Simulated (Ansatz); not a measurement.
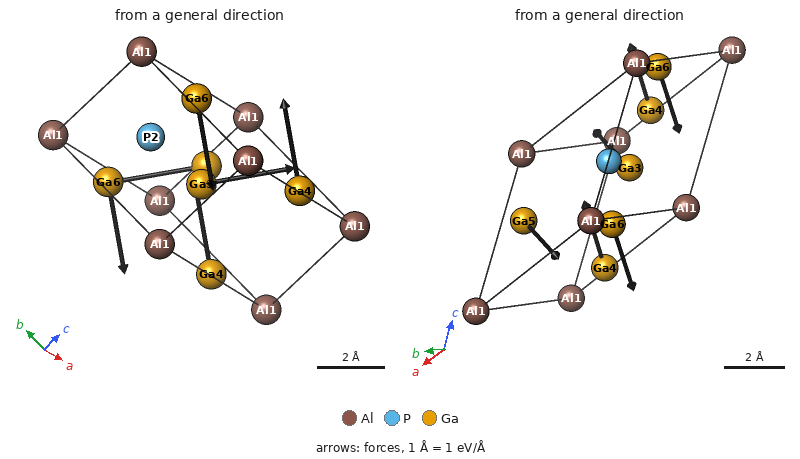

Shown here is a spheres-only view of the crystal, taken from two general directions. Atoms at the boundary of the simulation cell (the box) are drawn once for each face, edge or corner they touch. The arrows are the computed forces on the atoms.

System: AlGa₄P. The numbers come from Ansatz, DFT, PAW plane waves, PBEsol, using plane waves up to 420 eV, k-points on a 6×6×6 grid, Fermi-Dirac smearing of 0.016 eV, no spin polarisation.

> Has this structure been optimised to equilibrium?

No. The atoms still feel forces of up to about 2.4 eV/Å, far above a usual threshold of 0.01 to 0.03 eV/Å.

> Which atom carries the strongest force?

All Ga atoms, about 2.4 eV/Å.

The model is a generated cell, made by putting these elements into a known structure type (the compound may or may not exist in this form); its atoms and cell weren't optimised. It was run through Ansatz as a DFT input.
